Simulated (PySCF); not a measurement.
```xyz
16
charge 0, multiplicity 1
O     3.5063    1.3388    0.0621
Si    2.4224    0.2198    0.5260
N     1.3056    0.0536   -0.7750
C     0.0673   -0.1074   -0.8740
C    -0.9185   -0.1456    0.2089
C    -2.3018    0.4074   -0.0421
C    -2.1121   -1.0624    0.0727
H     3.7767    1.3754   -0.8515
H     1.9955    0.7589    1.8133
H     3.0161   -1.1137    0.6414
H    -0.3475   -0.2334   -1.8793
H    -0.4934   -0.0150    1.1952
H    -2.7809    0.9354    0.7676
H    -2.5045    0.8249   -1.0169
H    -2.1823   -1.6614   -0.8226
H    -2.4563   -1.5663    0.9626
```

What structure does this define?

The molecule is C4H9NOSi. SMILES: `O[SiH2]/N=C\C1CC1`. Independent rings (smallest set): 1 of 3 members. Among its groups: imine, Si–H bond, Si–O bond, Si–N bond. This geometry has C1 symmetry. Coordination, clear cases only: 1 O bent; 1 Si tetrahedral; 1 N bent; 1 C trigonal planar.

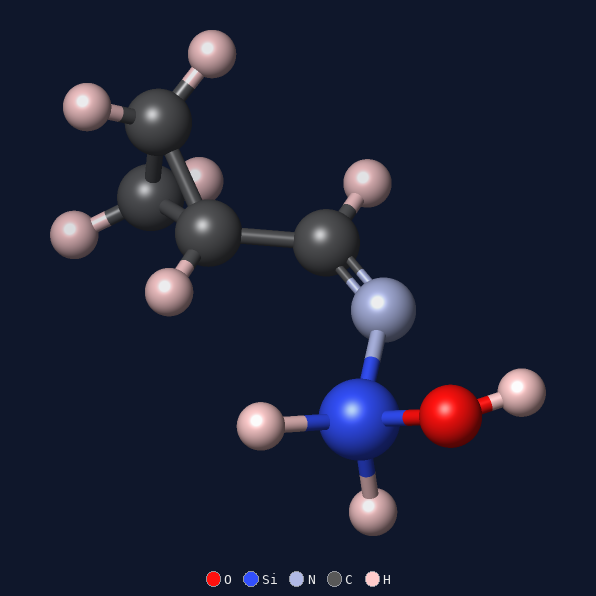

The picture comes from a calculation with PySCF.
